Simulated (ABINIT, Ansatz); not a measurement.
# Er (P6_3/mmc): from the cell to the phonon bands

How does Er (P6_3/mmc) vibrate, and is this structure a minimum?

Method: DFT PBE, scalar-relativistic, plane waves, PseudoDojo norm-conserving, 4f in core pseudopotentials, in ABINIT 10.8.3.

## (1) The structure

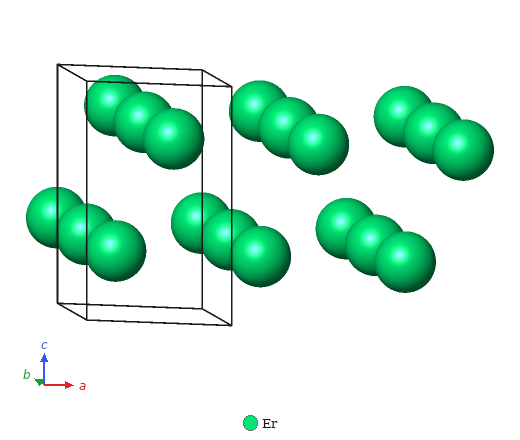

The starting structure, seen slightly off an axis (erbium green). 3×3×1 cells are drawn.

Structure file:

```cif
data_structure
_symmetry_space_group_name_H-M 'P 1'
_symmetry_Int_Tables_number 1
_cell_length_a 3.5588
_cell_length_b 3.5588
_cell_length_c 5.5874
_cell_angle_alpha 90.000
_cell_angle_beta 90.000
_cell_angle_gamma 120.000
_cell_volume 61.28
loop_
_atom_site_label
_atom_site_type_symbol
_atom_site_fract_x
_atom_site_fract_y
_atom_site_fract_z
_atom_site_occupancy
Er1 Er 0.33333 0.66667 0.25000 1
Er2 Er 0.66667 0.33333 0.75000 1
```

## (2) A probe with smearing

A first run with smearing and empty bands tells whether the crystal has a gap, which decides between fixed occupations and smearing later on.

probe.abi

```
# ground state
tolvrs 1.0d-08
prtden 1
prtwf 1

# basis, mesh and filling
ecut 22.0
ngkpt 6 6 4
nshiftk 1
shiftk 0.0 0.0 0.0
istwfk *1
occopt 7
tsmear 0.005
nband 18
nstep 100
diemac 9.0
prtebands 0
prtgsr 0

# cell and atoms
acell 6.725157332 6.725157332 10.55865575
rprim 
    1.0 0.0 0.0
    -0.5 0.8660254038 0.0
    0.0 0.0 1.0
ntypat 1
znucl 68
natom 2
typat 1 1
xred 
    1/3 2/3 0.25
    2/3 1/3 0.75
pp_dirpath "./pseudo"
pseudos "Er.upf"
```

Run with:

```
$ OMP_NUM_THREADS=1 mpirun -n 16 abinit probe.abi > probe.log
```

Numbers of over 12 decimals in the logs are rounded to 6 here.

probe.abo, the main output file:

```text
[banners, grids, parts of the stress and lines that vanish by symmetry left out]
- input  file    -> probe.abi
- output file    -> probe.abo
- root for input  files -> probei
[...]
Symmetries : space group P6_3/m m c (#194); Bravais hP (primitive hexag.)
[...]
mpw =        2061          nfft =       43200          nkpt =          21
[...]
== DATASET  1 ==================================================================
[...]
-    --> not optimal distribution: autoparal keyword recommended in input file <--
[...]
cutoff_energies: {ecut:  22.0, pawecutdg:  -1.0, }
[...]
ETOT  1  -90.249955116559    -9.025E+01 3.622E-02 4.940E+00
 ETOT  2  -90.285189601876    -3.523E-02 5.028E-03 1.422E-01
 ETOT  3  -90.285237593952    -4.799E-05 5.806E-04 9.440E-04
 ETOT  4  -90.285237725029    -1.311E-07 3.959E-04 9.446E-06
 ETOT  5  -90.285237727994    -2.965E-09 1.374E-04 2.551E-07
 ETOT  6  -90.285237728049    -5.448E-11 9.602E-05 1.241E-09
 At SCF step    6       vres2   =  1.24E-09 < tolvrs=  1.00E-08 =>converged.
[...]
sigma(1 1)=  2.96805794E-05  sigma(3 2)=  0.00000000E+00
  sigma(2 2)=  2.96805792E-05  sigma(3 1)=  0.00000000E+00
  sigma(3 3)=  6.27061695E-05  sigma(2 1)=  0.00000000E+00
[...]
convergence: {deltae: -5.448E-11, res2:  1.241E-09, residm:  9.602E-05, diffor: null, }
etotal    :  -9.02852377E+01
[...]
sigma(1 1)=  2.96805794E-05  sigma(3 2)=  0.00000000E+00
  sigma(2 2)=  2.96805792E-05  sigma(3 1)=  0.00000000E+00
  sigma(3 3)=  6.27061695E-05  sigma(2 1)=  0.00000000E+00
[...]
- sigma(1 1)=  8.73232795E-01  sigma(3 2)=  0.00000000E+00
- sigma(2 2)=  8.73232787E-01  sigma(3 1)=  0.00000000E+00
- sigma(3 3)=  1.84487920E+00  sigma(2 1)=  0.00000000E+00
[...]
fcart      7.0067195575E-29  4.0453314226E-29 -0.0000000000E+00
           strten      2.9680579415E-05  2.9680579153E-05  6.2706169458E-05
================================================================================

[key lines of the parts left out:]
pressure_GPa:  -1.1971E+00
```

Wall time 3.9 s (16 MPI ranks of Arm Neoverse V1, shared host); 60 s of CPU time.

Read from the output:

* volume per atom: 30.64 Å³
* pressure: -1.197 GPa
* gap on the k-mesh: 0 eV

No gap opens on this mesh, so smearing is kept; the printed pressure holds the stress of the finite basis too.

## (3) Relaxing the cell and atoms

The harmonic expansion needs vanishing forces, and a free crystal bears no stress, so cell and atoms are brought to rest. Stress is more sensitive to the basis than forces are: the last 3 Ha under the cutoff are smoothed with ecutsm, and the cutoff is raised above that of the later runs.

relax.abi

```
# relaxation
ionmov 2
optcell 2
dilatmx 1.08
ntime 40
tolmxf 1.0d-05
tolvrs 1.0d-14
prtwf 0
prtden 0
chksymtnons 0

# basis, mesh and filling
ecut 28.0
ecutsm 3.0
ngkpt 12 12 8
nshiftk 1
shiftk 0.0 0.0 0.0
istwfk *1
occopt 7
tsmear 0.01
nband 18
nstep 100
diemac 1000000.0
prtebands 0
prtgsr 0

# cell and atoms
acell 6.725157332 6.725157332 10.55865575
rprim 
    1.0 0.0 0.0
    -0.5 0.8660254038 0.0
    0.0 0.0 1.0
ntypat 1
znucl 68
natom 2
typat 1 1
xred 
    1/3 2/3 0.25
    2/3 1/3 0.75
pp_dirpath "./pseudo"
pseudos "Er.upf"
```

Run with:

```
$ OMP_NUM_THREADS=1 mpirun -n 16 abinit relax.abi > relax.log
```

relax.abo, the main output file:

```text
[banners, grids, parts of the stress and lines that vanish by symmetry left out]
- input  file    -> relax.abi
- output file    -> relax.abo
- root for input  files -> relaxi
[...]
Symmetries : space group P6_3/m m c (#194); Bravais hP (primitive hexag.)
[...]
mpw =        3724          nfft =       77760          nkpt =          95
[...]
== DATASET  1 ==================================================================
[...]
cutoff_energies: {ecut:  28.0, pawecutdg:  -1.0, }
[...]
ETOT  1  -90.250432185817    -9.025E+01 5.122E-02 8.316E+00
 ETOT  2  -90.288054336651    -3.762E-02 1.322E-02 1.047E-01
 ETOT  3  -90.288076376552    -2.204E-05 1.901E-03 2.154E-03
 ETOT  4  -90.288076603511    -2.270E-07 1.812E-03 2.315E-05
 ETOT  5  -90.288076606411    -2.900E-09 6.197E-04 3.670E-07
[...]
At SCF step    9       vres2   =  5.15E-15 < tolvrs=  1.00E-14 =>converged.
[...]
sigma(1 1)= -1.76245112E-06  sigma(3 2)=  0.00000000E+00
  sigma(2 2)= -1.76245138E-06  sigma(3 1)=  0.00000000E+00
  sigma(3 3)=  9.79455813E-06  sigma(2 1)=  0.00000000E+00
[...]
convergence: {deltae: -1.705E-13, res2:  5.149E-15, residm:  6.492E-05, diffor: null, }
etotal    :  -9.02880766E+01
[...]
ETOT  1  -90.288077479004    -9.029E+01 1.150E-01 2.071E-03
[...]
At SCF step    7       vres2   =  6.10E-15 < tolvrs=  1.00E-14 =>converged.
[...]
sigma(1 1)= -1.79795605E-06  sigma(3 2)=  0.00000000E+00
  sigma(2 2)= -1.79795631E-06  sigma(3 1)=  0.00000000E+00
  sigma(3 3)=  9.01313561E-06  sigma(2 1)=  0.00000000E+00
[...]
convergence: {deltae:  1.535E-12, res2:  6.103E-15, residm:  4.641E-05, diffor: null, }
etotal    :  -9.02880778E+01
[...]
ETOT  1  -90.288031528500    -9.029E+01 5.200E+01 3.151E-01
[...]
At SCF step    9       vres2   =  1.34E-16 < tolvrs=  1.00E-14 =>converged.
[...]
sigma(1 1)= -1.99271569E-06  sigma(3 2)=  0.00000000E+00
  sigma(2 2)= -1.99271595E-06  sigma(3 1)=  0.00000000E+00
  sigma(3 3)= -7.86204675E-07  sigma(2 1)=  0.00000000E+00
[...]
convergence: {deltae: -5.116E-13, res2:  1.338E-16, residm:  4.237E-06, diffor: null, }
etotal    :  -9.02880853E+01
[...]
ETOT  1  -90.288085323890    -9.029E+01 4.258E-06 4.146E-04
[...]
At SCF step    7       vres2   =  2.68E-15 < tolvrs=  1.00E-14 =>converged.
[...]
sigma(1 1)= -1.75986468E-06  sigma(3 2)=  0.00000000E+00
  sigma(2 2)= -1.75986494E-06  sigma(3 1)=  0.00000000E+00
  sigma(3 3)= -7.01850191E-07  sigma(2 1)=  0.00000000E+00
[...]
convergence: {deltae:  1.705E-12, res2:  2.679E-15, residm:  5.035E-06, diffor: null, }
etotal    :  -9.02880854E+01
[...]
ETOT  1  -90.288082502229    -9.029E+01 4.664E-06 2.427E-02
[...]
ETOT  7  -90.288085728869    -5.258E-13 3.736E-06 1.478E-13
 ETOT  8  -90.288085728869     5.684E-13 4.657E-06 2.015E-15
 At SCF step    8       vres2   =  2.01E-15 < tolvrs=  1.00E-14 =>converged.
[...]
sigma(1 1)= -1.15418911E-09  sigma(3 2)=  0.00000000E+00
  sigma(2 2)= -1.15445076E-09  sigma(3 1)=  0.00000000E+00
  sigma(3 3)= -7.50954984E-10  sigma(2 1)=  0.00000000E+00
[...]
convergence: {deltae:  5.684E-13, res2:  2.015E-15, residm:  4.657E-06, diffor: null, }
etotal    :  -9.02880857E+01
[...]
At Broyd/MD step   5, gradients are converged :
[...]
sigma(1 1)= -1.15418911E-09  sigma(3 2)=  0.00000000E+00
  sigma(2 2)= -1.15445076E-09  sigma(3 1)=  0.00000000E+00
  sigma(3 3)= -7.50954984E-10  sigma(2 1)=  0.00000000E+00
[...]
- sigma(1 1)= -3.39574160E-05  sigma(3 2)=  0.00000000E+00
- sigma(2 2)= -3.39651139E-05  sigma(3 1)=  0.00000000E+00
- sigma(3 3)= -2.20938584E-05  sigma(2 1)=  0.00000000E+00
[...]
fcart      4.9981039509E-29  7.5027073198E-29 -1.2502142258E-31
           strten     -1.1541891106E-09 -1.1544507572E-09 -7.5095498396E-10
================================================================================

[key lines of the parts left out:]
pressure_GPa:   3.0005E-05
Total energy (etotal) [Ha]= -9.02880857288687E+01
```

Wall time 58 s (16 MPI ranks); 15 min of CPU time.

Relaxation path:

| step | energy less that of the first step (eV) | largest force (eV/Å) | volume (Å³) |
| --- | --- | --- | --- |
| 1 | 0.0000 | 0.0000 | 61.28 |
| 2 | 0.0000 | 0.0000 | 61.27 |
| 3 | -0.0002 | 0.0000 | 61.14 |
| 4 | -0.0002 | 0.0000 | 61.14 |
| 5 | -0.0002 | 0.0000 | 61.20 |

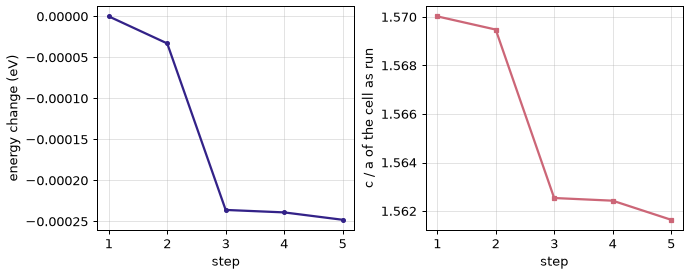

Energy and cell shape along the relaxation.

| conventional cell, symmetrised | before | after | change |
| --- | --- | --- | --- |
| a (Å) | 3.559 | 3.564 | +0.1 % |
| b (Å) | 3.559 | 3.564 | +0.1 % |
| c (Å) | 5.587 | 5.565 | -0.4 % |
| volume (Å³/atom) | 30.64 | 30.60 | -0.1 % |

The relaxed structure:

```cif
data_structure
_symmetry_space_group_name_H-M 'P 1'
_symmetry_Int_Tables_number 1
_cell_length_a 3.5636
_cell_length_b 3.5636
_cell_length_c 5.5650
_cell_angle_alpha 90.000
_cell_angle_beta 90.000
_cell_angle_gamma 120.000
_cell_volume 61.20
loop_
_atom_site_label
_atom_site_type_symbol
_atom_site_fract_x
_atom_site_fract_y
_atom_site_fract_z
_atom_site_occupancy
Er1 Er 0.33333 0.66667 0.25000 1
Er2 Er 0.66667 0.33333 0.75000 1
```

This step gave:

```yaml
volume_per_atom: 30.60 Å³
pressure: 3.00e-5 GPa
```

The volume changes by -0.1 % in this run and stands -0.1 % from the first cell.

## (4) Self-consistent run for the response

The response is built on these wavefunctions, so the potential is converged far more tightly than an energy would need. Smearing stays on, as the first look found no gap above 0.3 eV.

gs.abi

```
# ground state
tolvrs 1.0d-16
prtden 1
prtwf 1

# basis, mesh and filling
ecut 22.0
ngkpt 12 12 8
nshiftk 1
shiftk 0.0 0.0 0.0
istwfk *1
occopt 7
tsmear 0.01
nband 18
nstep 100
diemac 1000000.0
prtebands 0
prtgsr 0

# cell and atoms
acell 6.73416672 6.73416672 10.51634311
rprim 
    1.0 0.0 0.0
    -0.5 0.8660254038 0.0
    0.0 0.0 1.0
ntypat 1
znucl 68
natom 2
typat 1 1
xred 
    1/3 2/3 0.25
    2/3 1/3 0.75
pp_dirpath "./pseudo"
pseudos "Er.upf"
```

Run with:

```
$ OMP_NUM_THREADS=1 mpirun -n 16 abinit gs.abi > gs.log
```

gs.abo, the main output file:

```text
[banners, grids, parts of the stress and lines that vanish by symmetry left out]
- input  file    -> gs.abi
- output file    -> gs.abo
- root for input  files -> gsi
[...]
Symmetries : space group P6_3/m m c (#194); Bravais hP (primitive hexag.)
[...]
mpw =        2062          nfft =       43200          nkpt =          95
[...]
== DATASET  1 ==================================================================
[...]
cutoff_energies: {ecut:  22.0, pawecutdg:  -1.0, }
[...]
ETOT  1  -90.252135058935    -9.025E+01 5.067E-02 4.630E+00
 ETOT  2  -90.286408127932    -3.427E-02 1.333E-02 6.319E-02
 ETOT  3  -90.286432432101    -2.430E-05 3.230E-03 1.426E-03
 ETOT  4  -90.286432714550    -2.824E-07 1.400E-03 1.463E-05
 ETOT  5  -90.286432717999    -3.449E-09 5.908E-04 2.060E-07
[...]
ETOT  9  -90.286432718048     8.384E-13 1.158E-04 5.294E-15
 ETOT 10  -90.286432718048    -1.421E-14 7.981E-05 6.998E-17
 At SCF step   10       vres2   =  7.00E-17 < tolvrs=  1.00E-16 =>converged.
[...]
sigma(1 1)=  3.87006948E-05  sigma(3 2)=  0.00000000E+00
  sigma(2 2)=  3.87006945E-05  sigma(3 1)=  0.00000000E+00
  sigma(3 3)=  3.86939216E-05  sigma(2 1)=  0.00000000E+00
[...]
convergence: {deltae: -1.421E-14, res2:  6.998E-17, residm:  7.981E-05, diffor: null, }
etotal    :  -9.02864327E+01
[...]
sigma(1 1)=  3.87006948E-05  sigma(3 2)=  0.00000000E+00
  sigma(2 2)=  3.87006945E-05  sigma(3 1)=  0.00000000E+00
  sigma(3 3)=  3.86939216E-05  sigma(2 1)=  0.00000000E+00
[...]
- sigma(1 1)=  1.13861375E+00  sigma(3 2)=  0.00000000E+00
- sigma(2 2)=  1.13861374E+00  sigma(3 1)=  0.00000000E+00
- sigma(3 3)=  1.13841448E+00  sigma(2 1)=  0.00000000E+00
[...]
fcart     -0.0000000000E+00 -0.0000000000E+00 -0.0000000000E+00
           strten      3.8700694812E-05  3.8700694549E-05  3.8693921604E-05
================================================================================

[key lines of the parts left out:]
pressure_GPa:  -1.1385E+00
```

It took 9.8 s on 16 MPI ranks.

Read from the output:

| Item | Value |
| --- | --- |
| pressure | -1.139 GPa |

The cell stands at -1.1 GPa: the relaxation ran with a smoothed and higher cutoff, and the difference is a stress of the finite basis.

(Continued in part 2 of 4.)

[Host names and launcher messages were left out of these logs when they were recorded.]

[Logs are printed without paths, hosts, clocks, repeated set-up lines and the standing remarks that a program may print on its own settings, such as how far it seeks lower states.]

[Hosts, paths, dates, database ids (printed as entryN), source tags and the programs' standing remarks are cut or masked in the printed files.]
